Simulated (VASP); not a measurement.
Band structure of Be$_{5}$Co (space group F-43m). Method: LDA (Ceperley-Alder, Perdew-Zunger), VASP's LDA PAW potentials (set 64) (plane waves; VASP).

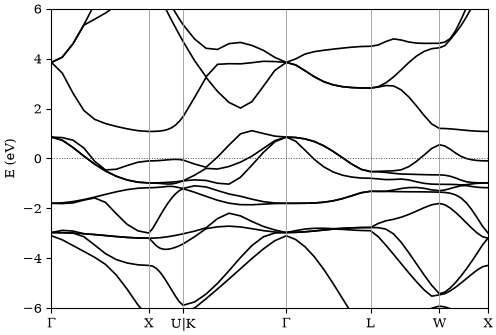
Bands along high-symmetry lines, zero at the valence-band maximum or, without a gap, the Fermi level

**Question.** Read the plot: is there a gap, and where are the band edges?

**Answer.** It has no gap at this level: it comes out as a metal or semimetal.

The structure comes from a computed database's Be5Co entry (F-43m); how it stands against other phases isn't given here. The cell was not relaxed at this level. The run is not spin-polarised, so no magnetic state was tried. The electron count is odd and the run is not spin-polarised, which forces a metal.
